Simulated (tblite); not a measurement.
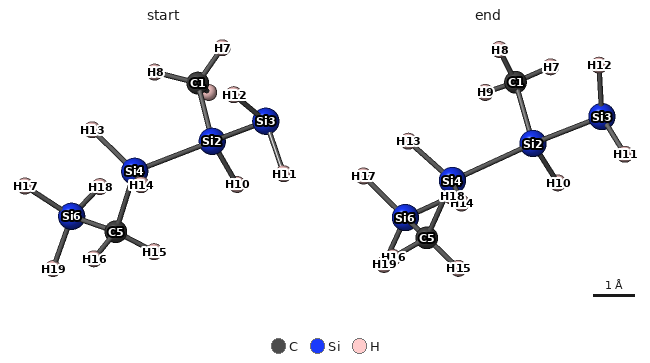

The structure of C₂H₁₃Si₄ (multiplicity 2) before (left) and after (right) a relaxation, at one scale.

A ball-and-stick model, seen from a free direction.

Theory: tblite 0.8.0, GFN2-xTB geometry optimisation, gas phase. 

Describe what moved and what it gained.

Answer. The atom that moves furthest after the best rigid fit is H12 (1.32 Å). By element the largest moves are H 1.32 Å, C 0.38 Å, Si 0.35 Å. Among the contacts that change: Si2–Si4 2.216 → 2.333 Å, C1–Si2 1.848 → 1.910 Å, Si2–Si3 2.230 → 2.284 Å, C5–Si6 1.862 → 1.897 Å. Bond angles that change, for instance: Si3–Si2–Si4 107.8° → 123.6°, Si2–Si3–H11 105.9° → 120.2°, Si2–Si3–H12 108.8° → 120.8°. Groups turn about C1–Si2 by about 55°, Si2–Si3 by about 30°, Si4–C5 by about 25°. The energy falls by 58.8 kJ/mol in 179 geometry steps.
